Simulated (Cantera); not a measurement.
A closed system holds: 1 mol trisilylamine, 22 mol N2, equilibrated at 10.0 Torr.

Method: chemical equilibrium by Gibbs-energy minimisation in Cantera with the NASA 1993 tables (ideal gas, pure condensed phases). Candidate condensed phases: Si, Si3N4; 18 gas species. The feed counts by its element totals alone. The tables' values for SiN are old estimates; treat these amounts as uncertain. Equilibrium is a limit: real reactors are often held back by kinetics, nucleation or transport.

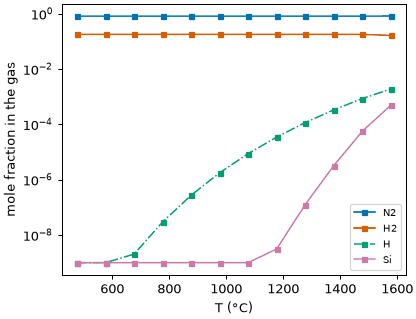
Equilibrium gas composition (values under 1e-9 drawn at 1e-9)

From 477 °C to 1477 °C the condensed part is Si3N4(s). At 1577 °C the condensed part is Si(l).
